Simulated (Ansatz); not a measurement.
Base system: KTaO₃ in the cubic perovskite structure (space group Pm-3m, No. 221; a = 4.0232 Å).

Perturbation: a hydrostatic pressure of 30 GPa.

Method: PBE (Ansatz, a first-principles code, PAW, without spin-orbit coupling), earlier PAW set.

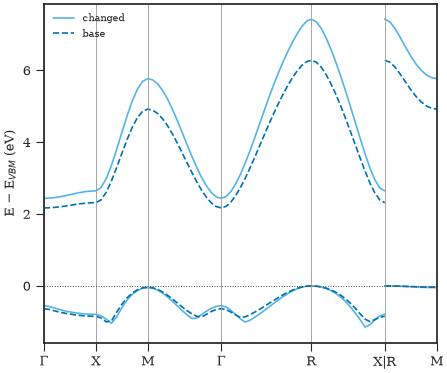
Highest valence and lowest conduction band along the path, each from its own valence-band maximum

Task: From the figure, how large is the changed gap, and is it direct?

Result: About 2.4 eV, indirect, R → Γ.

With Ta present, leaving out spin-orbit coupling can change the band edges. Load acts through the strain it causes; cell and atoms are relaxed under it. Stability against distortions was not tested. No other phases were tried under pressure.
